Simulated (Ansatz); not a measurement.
Fields on a plane of YPb3 (Cu3Au type)

```xyz
4
Lattice="4.8606 0.0000 0.0000 0.0000 4.8606 0.0000 0.0000 0.0000 4.8606" Properties=species:S:1:pos:R:3 pbc="T T T"
Y      0.0000     0.0000     0.0000
Pb     2.4303     2.4303     0.0000
Pb     0.0000     2.4303     2.4303
Pb     2.4303     0.0000     2.4303
```

The slice is a {110} plane (indices of the conventional cell) through the point (0.500, 0.000, 0.500) (fractional), spanned by u = [100] and v = [011] in vectors of this cell: u (4.86 Å) and v (6.87 Å, at 90° to u). It covers one period; positions are fractions (u, v).

Atoms on it: Pb at (0.00, 0.50); Pb at (0.00, 0.00).

These are r2SCAN (plane waves to 500 eV, PAW, scalar-relativistic; Ansatz, a quantum-chemistry and plane-wave program) values and carry that method's errors. k mesh 10×10×10. Inside the PAW spheres the values are not all-electron values, and peaks at nuclei hang on which shells count as valence. Spin-orbit coupling is left out, though Pb is heavy. YPb3 is run without spin polarisation. YPb3 was relaxed with its symmetry unable to fall.

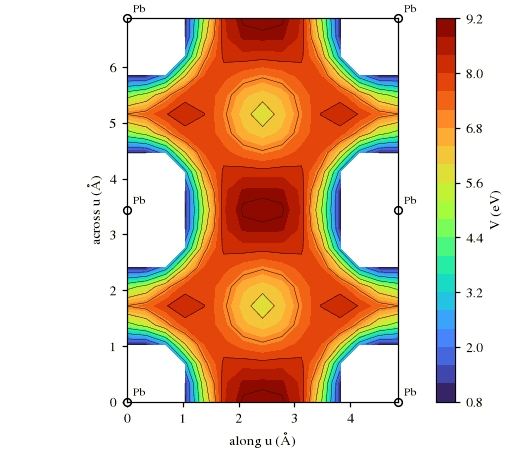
Figure. Electrostatic potential energy of an electron, from the cell's mean, in eV, one period of the plane, atoms marked. Points within 1 Å of a nucleus are left white, as the pseudised field means little there. Values under 1 eV are set to 1. The zero, the cell's mean, hangs on the PAW cores.

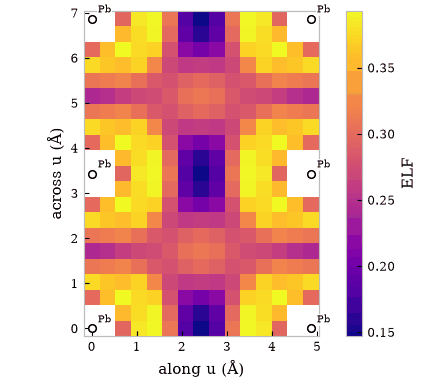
Fig. 1. Electron localisation function (ELF), one period of the plane, atoms marked. Points within 0.5 Å of a nucleus are left white, as the pseudised field means little there.
